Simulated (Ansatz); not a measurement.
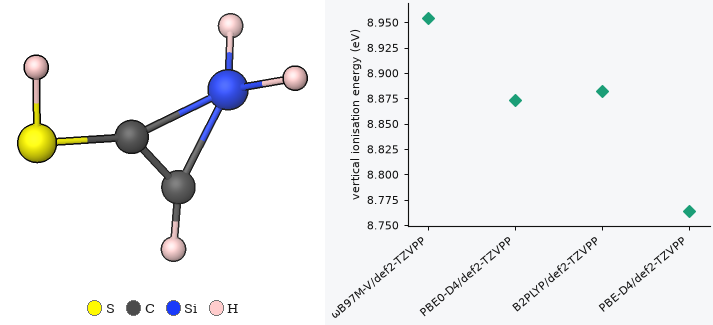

Vertical ionisation energy of C₂H₄SSi (enethiol tautomer), SMILES SC1=C[SiH2]1, taken as the energy of the cation less that of the neutral at fixed geometry (unrestricted doublet cation, cores frozen in correlated methods, no spin-orbit coupling), the Ansatz code, at a PBE0-D4/def2-TZVP geometry (a minimum by its frequencies).

What range do the values span?

From 8.76 eV (PBE-D4/def2-TZVPP) to 8.95 eV (ωB97M-V/def2-TZVPP).

Give the values.

```
             level    eV
ωB97M-V/def2-TZVPP  8.95
PBE0-D4/def2-TZVPP  8.87
 B2PLYP/def2-TZVPP  8.88
 PBE-D4/def2-TZVPP  8.76
```
